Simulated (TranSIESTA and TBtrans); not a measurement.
Device: Ge chain with one Zn atom in place of Ge. Leads: straight Ge chain, spacing 2.4 Å. Geometry: 3 atoms about the centre moved by SIESTA (PBE, DZP) to a largest force of 0.04 eV/Å, all others as built, motion along the axis alone.

TranSIESTA and TBtrans, PBE, DZP numerical orbitals (energy shift 0.15 eV), PseudoDojo norm-conserving scalar-relativistic potentials, mesh cutoff 200 Ry, 300 K, no spin polarisation, no spin-orbit coupling; self-consistent non-equilibrium Green functions.

Energies count from the leads' Fermi level. Transmissions are for one spin of a degenerate pair. The energy step is 0.01 eV; narrower resonances are cut or missed.

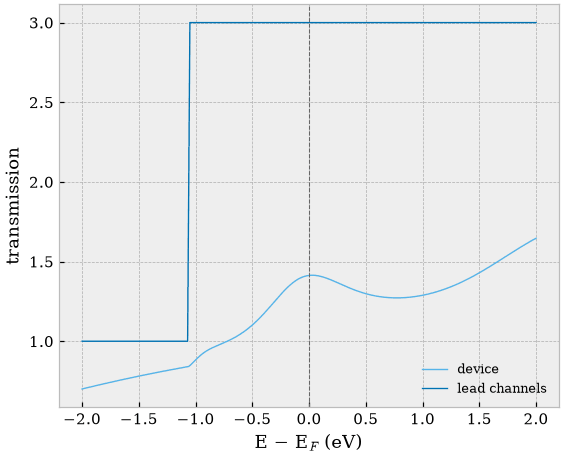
*Transmission against energy*

| E (eV) | T | lead channels |
|---|---|---|
| -2.00 | 0.70 | 1 |
| -1.80 | 0.73 | 1 |
| -1.60 | 0.77 | 1 |
| -1.40 | 0.80 | 1 |
| -1.20 | 0.82 | 1 |
| -1.00 | 0.88 | 3 |
| -0.80 | 0.98 | 3 |
| -0.60 | 1.05 | 3 |
| -0.40 | 1.17 | 3 |
| -0.20 | 1.33 | 3 |
| 0.00 | 1.41 | 3 |
| 0.20 | 1.38 | 3 |
| 0.40 | 1.32 | 3 |
| 0.60 | 1.28 | 3 |
| 0.80 | 1.27 | 3 |
| 1.00 | 1.29 | 3 |
| 1.20 | 1.33 | 3 |
| 1.40 | 1.39 | 3 |
| 1.60 | 1.47 | 3 |
| 1.80 | 1.56 | 3 |
| 2.00 | 1.65 | 3 |

The straight chain is held at its spacing; free chains may zigzag or dimerise. No spin-polarised start was tried, so a magnetic state, if there is one, is missed.
